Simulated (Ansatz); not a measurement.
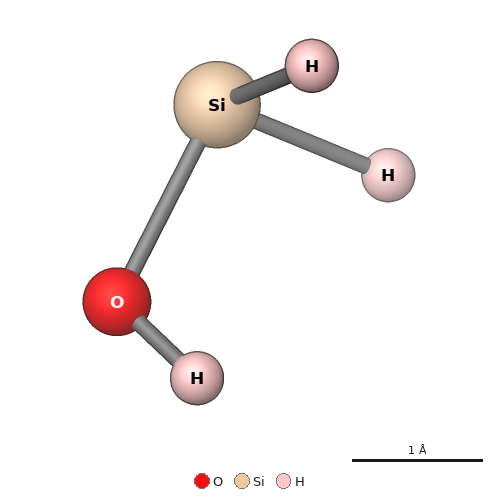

Atoms fade into the background with distance from the viewer. Charge −1, singlet. The computed structure is the end point of a PBE0-D4/def2-TZVPD optimisation. No frequency run is at hand to confirm it as a minimum. Masses are those of the most abundant isotopes; constants are for the rigid equilibrium geometry.

**What kind of rotor is it, and what are its rotational constants in MHz?**

An asymmetric top (Cs): A = 93786, B = 13430, C = 13306 MHz. Ray's parameter κ is −1.00, close to the prolate limit.
